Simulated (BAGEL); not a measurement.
**CH4BO (SMILES [BH]OC): UHF/6-31G(d) (density fitting with qzvpp-jkfit, spherical functions)**

What is the vertical ionisation energy of CH4BO at UHF/6-31G* (density fitting with qzvpp-jkfit, spherical functions)? 

The calculation is run with BAGEL 1.2.2.

## Step 1: The system as given

CH4BO: 7 atoms, total charge 0, spin state doublet. SMILES: `[BH]OC`. The coordinates come from a PBE0-D4/def2-TZVP relaxation. This is one conformer, not always the lowest.

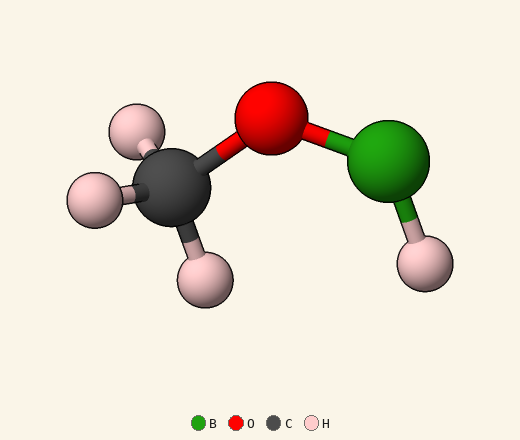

Viewed from a chosen angle; boron green, oxygen red, carbon dark grey, hydrogen pink.

## Step 2: The energy at UHF/6-31G(d) (density fitting with qzvpp-jkfit, spherical functions)

Contents of calc.json:

```json
{ "bagel" : [

{
  "title" : "molecule",
  "basis" : "6-31gs.json",
  "df_basis" : "qzvpp-jkfit",
  "angstrom" : true,
  "geometry" : [
    { "atom" : "B", "xyz" : [      -1.319600,      -1.025700,      -0.172900 ] },
    { "atom" : "O", "xyz" : [      -0.272400,      -0.707100,       0.564500 ] },
    { "atom" : "C", "xyz" : [       0.642200,       0.338600,       0.243900 ] },
    { "atom" : "H", "xyz" : [      -1.628500,      -0.474200,      -1.201600 ] },
    { "atom" : "H", "xyz" : [       0.357800,       0.834000,      -0.687600 ] },
    { "atom" : "H", "xyz" : [       0.643000,       1.059300,       1.062300 ] },
    { "atom" : "H", "xyz" : [       1.638900,      -0.092800,       0.145600 ] }
  ]
},

{
  "title" : "uhf",
  "nopen" : 1
},

{
  "title" : "print",
  "file" : "orbitals.molden",
  "orbitals" : true
}

]}
```

The basis set 6-31G* is read from a file made from the Basis Set Exchange's data (not shown).

Command:

```sh
BAGEL_NUM_THREADS=1 BAGEL calc.json > calc.out
```

Output:

```text
* using 1 threads per process

  ===============================================================
  ===============================================================

  *** Geometry ***

  { "atom" : "B", "xyz" : [     -2.493683,     -1.938292,     -0.326734 ] },
  { "atom" : "O", "xyz" : [     -0.514761,     -1.336225,      1.066750 ] },
  { "atom" : "C", "xyz" : [      1.213582,      0.639861,      0.460904 ] },
  { "atom" : "H", "xyz" : [     -3.077419,     -0.896108,     -2.270695 ] },
  { "atom" : "H", "xyz" : [      0.676144,      1.576032,     -1.299376 ] },
  { "atom" : "H", "xyz" : [      1.215094,      2.001787,      2.007456 ] },
  { "atom" : "H", "xyz" : [      3.097072,     -0.175367,      0.275144 ] },

  Number of auxiliary basis functions:      299

  Since a DF basis is specified, we compute 2- and 3-index integrals:
    o Being stored without compression. Storage requirement is 0.006 GB

  Number of basis functions:       50
  Number of electrons      :       23

    * METHOD: MOLECULE                             0.04

  *** Open-shell HF ***

  === Nuclear Repulsion ===
    64.6361821109

      * DIIS with orbital gradients will be used.

  === UHF iteration (6-31gs.json) ===
      0       -139.55094555          0.05278211           0.01
      1       -139.64766908          0.03652793           0.01
      2       -139.67904267          0.02417559           0.01
      3       -139.70221047          0.00209374           0.01
      4       -139.70304947          0.00065764           0.01
      5       -139.70315895          0.00029231           0.01
      6       -139.70319897          0.00007021           0.01
      7       -139.70320624          0.00002088           0.01
      8       -139.70320806          0.00000569           0.01
      9       -139.70320839          0.00000265           0.01
     10       -139.70320848          0.00000163           0.01
     11       -139.70320850          0.00000060           0.01
     12       -139.70320851          0.00000031           0.01
     13       -139.70320851          0.00000015           0.01
     14       -139.70320851          0.00000007           0.01
     15       -139.70320851          0.00000003           0.01
     16       -139.70320851          0.00000002           0.01
     17       -139.70320851          0.00000002           0.01
     18       -139.70320851          0.00000001           0.01
    * SCF iteration converged.

    * S^2 (UHF) is 0.7536

    * Permanent dipole moment:
           (   -0.523329,    -0.618957,     0.209356) a.u.

    * METHOD: UHF                                  0.24

    * METHOD: PRINT                                0.00

  ===============================================================
```

Wall time 0.46 s (1 thread of AMD EPYC 9R45 (Zen 5), shared host).

## Step 3: The singlet cation at the same level

Contents of input.json:

```json
{ "bagel" : [

{
  "title" : "molecule",
  "basis" : "6-31gs.json",
  "df_basis" : "qzvpp-jkfit",
  "angstrom" : true,
  "geometry" : [
    { "atom" : "B", "xyz" : [   -1.319600,   -1.025700,   -0.172900 ] },
    { "atom" : "O", "xyz" : [   -0.272400,   -0.707100,    0.564500 ] },
    { "atom" : "C", "xyz" : [    0.642200,    0.338600,    0.243900 ] },
    { "atom" : "H", "xyz" : [   -1.628500,   -0.474200,   -1.201600 ] },
    { "atom" : "H", "xyz" : [    0.357800,    0.834000,   -0.687600 ] },
    { "atom" : "H", "xyz" : [    0.643000,    1.059300,    1.062300 ] },
    { "atom" : "H", "xyz" : [    1.638900,   -0.092800,    0.145600 ] }
  ]
},
{ "title" : "hf", "charge" : 1 },
{ "title" : "print", "file" : "orbitals.molden", "orbitals" : true }

]}
```

The basis set 6-31G* is read from a file made from the Basis Set Exchange's data (not shown).

Command:

```sh
BAGEL_NUM_THREADS=1 BAGEL input.json > input.out
```

Output:

```text
* using 1 threads per process

  ===============================================================
  ===============================================================

  *** Geometry ***

  { "atom" : "B", "xyz" : [     -2.493683,     -1.938292,     -0.326734 ] },
  { "atom" : "O", "xyz" : [     -0.514761,     -1.336225,      1.066750 ] },
  { "atom" : "C", "xyz" : [      1.213582,      0.639861,      0.460904 ] },
  { "atom" : "H", "xyz" : [     -3.077419,     -0.896108,     -2.270695 ] },
  { "atom" : "H", "xyz" : [      0.676144,      1.576032,     -1.299376 ] },
  { "atom" : "H", "xyz" : [      1.215094,      2.001787,      2.007456 ] },
  { "atom" : "H", "xyz" : [      3.097072,     -0.175367,      0.275144 ] },

  Number of auxiliary basis functions:      299

  Since a DF basis is specified, we compute 2- and 3-index integrals:
    o Being stored without compression. Storage requirement is 0.006 GB

  Number of basis functions:       50
  Number of electrons      :       23

    * METHOD: MOLECULE                             0.04

  *** RHF ***

  === Nuclear Repulsion ===
    64.6361821109

      * DIIS with orbital gradients will be used.

  === RHF iteration (6-31gs.json) ===
      0       -139.27880869          0.02707666           0.00
      1       -139.36333846          0.02041457           0.00
      2       -139.41930874          0.00269205           0.00
      3       -139.42105443          0.00041793           0.00
      4       -139.42111514          0.00014845           0.00
      5       -139.42112380          0.00004760           0.00
      6       -139.42112469          0.00001718           0.01
      7       -139.42112485          0.00000629           0.01
      8       -139.42112488          0.00000221           0.01
      9       -139.42112488          0.00000098           0.01
     10       -139.42112488          0.00000027           0.01
     11       -139.42112488          0.00000010           0.00
     12       -139.42112488          0.00000002           0.00
     13       -139.42112488          0.00000001           0.00
    * SCF iteration converged.

    * Permanent dipole moment:
           (    1.314804,     0.524154,     0.769820) a.u.

    * METHOD: HF                                   0.11

    * METHOD: PRINT                                0.00

  ===============================================================
```

It took 0.34 s on 1 thread of AMD EPYC 9R45 (Zen 5), shared host.

## Step 4: What came out

Level: UHF/6-31G* (density fitting with qzvpp-jkfit, spherical functions).

```
                                          quantity          value
                       doublet CH4BO: total energy  -139.70321 Eh
                      doublet CH4BO: dipole moment         2.13 D
                               doublet CH4BO: ⟨S²⟩          0.754
                      singlet cation: total energy  -139.42112 Eh
                       singlet cation: HOMO energy      -19.70 eV
                       singlet cation: LUMO energy       -6.58 eV
                     singlet cation: HOMO–LUMO gap       13.12 eV
vertical ionisation energy (to the singlet cation)       7.676 eV
```

In words: The vertical ionisation energy comes to 7.68 eV (177 kcal/mol).
